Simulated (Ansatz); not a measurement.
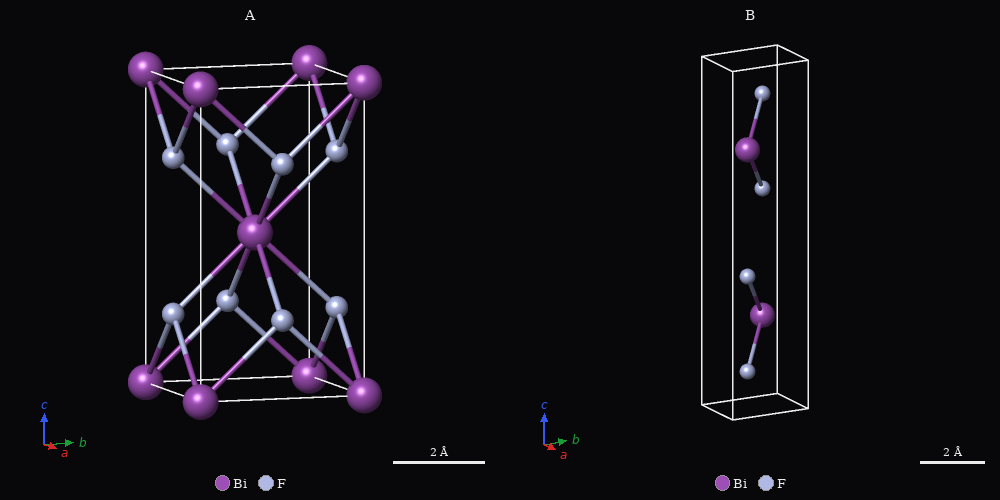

Two structures of BiF$_{2}$, each relaxed to rest (conventional cells in solid outline, small ones repeated, not to one scale). Method: Ansatz, DFT PBE, scalar-relativistic, plane waves, PAW, without spin polarisation.

Question: Which structures are these?

Answer: A: 6 atoms a cell on a body-centred tetragonal lattice, I4/mmm. B: 6 atoms a cell on a primitive hexagonal lattice, P6_3/mmc.

Question: Which polymorph is favoured?

Answer: A is lower, by 53 meV/atom at this level of theory (energies at zero smearing). Volumes: A 16.9, B 19.0 Å³/atom.

One or both may be structure types tried for this composition rather than known phases.
